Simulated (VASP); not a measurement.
Band structure of Ga₃InAs₄ (ordered alloy cell). Computed with PBEsol GGA, VASP's PBE PAW potentials (set 64) (plane waves; VASP 6.6.1).

Unless said otherwise, spin-orbit coupling is left out, though it shifts the bands of the heavy elements here.

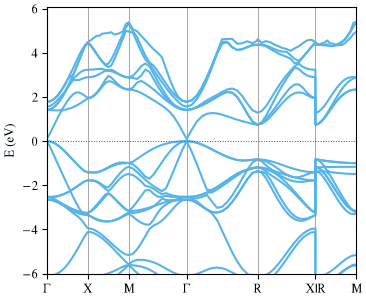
Figure: Bands along high-symmetry lines, zero at the valence-band maximum or, without a gap, the Fermi level

Question: Read the plot: is there a gap, and where are the band edges?

Answer: The gap is direct, 0.10 eV, from the valence maximum at Γ to the conduction minimum at Γ. (Edges off the drawn lines would not show.)

The structure was generated: Ga3InAs4 was put into an ordered model structure (P-43m), which need not be its known phase. It was relaxed first.
